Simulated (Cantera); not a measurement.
Charge: 1 mol CH3Cl, 1.4 mol Si, 0.49 mol H2, at 2298 K.

These are equilibrium values from Cantera (NASA tables, ideal gas, pure condensed phases), not measurements of a reactor. Candidate condensed phases: C, C6H6, C7H8, C8H18, Si, SiC; 109 gas species. Mutual solubility and eutectic melting of coexisting phases are not modelled. The tables' values for SiCl, SiCl3 are old estimates; treat these amounts as uncertain. Gases not in the tables: Si2H6 and higher silanes. The numbers say what is thermodynamically allowed, not how fast it happens.

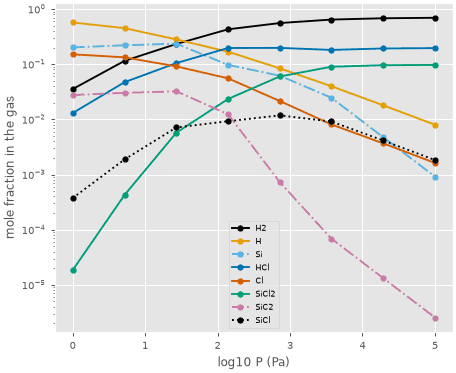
Equilibrium gas composition (values under 1e-9 drawn at 1e-9)

From 1.00 Pa to 27.0 Pa the condensed part is C(graphite). From 1.40 mbar to 7.20 mbar the condensed part is SiC(s). From 37.0 mbar to 1.00 bar the condensed part is Si(l) + SiC(s). The main Si-bearing gas is Si at 1.00 Pa and SiCl2 at 1.00 bar.
